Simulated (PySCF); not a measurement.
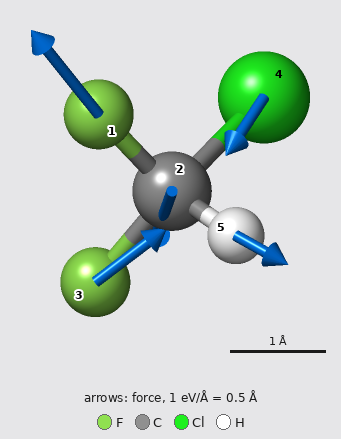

Starting geometry of CHClF$_{2}$ with the computed forces as blue arrows. Style: ball-and-stick. Shown from a free direction.

The start comes from MMFF94s. Its atoms were then displaced at random by about 0.03 Å.

All numbers below come from PySCF, PBE0-D3(BJ)/def2-SVP geometry optimisation, gas phase. 

What follows when this structure is relaxed?

It isn't relaxed: the largest force vector, on C2, is 3.21 eV/Å. The final displacements follow the starting forces only in part (cosine between the two patterns 0.71). The energy falls by 0.277 eV in 6 geometry steps. The largest move after the best rigid fit is that of Cl4, 0.10 Å. By element the largest moves are Cl 0.10 Å, F 0.08 Å, H 0.03 Å, C 0.02 Å. Some distances before and after: C2–Cl4 1.875 → 1.770 Å, F1–C2 1.268 → 1.328 Å, C2–F3 1.379 → 1.329 Å, C2–H5 1.066 → 1.101 Å. Among the angles between lasting bonds that change: F3–C2–Cl4 112.7° → 109.7°, F1–C2–Cl4 107.3° → 109.8°, F1–C2–F3 106.5° → 108.6°. The run took 6.2 s on 1 thread of Arm Neoverse V2, with other jobs on the host.
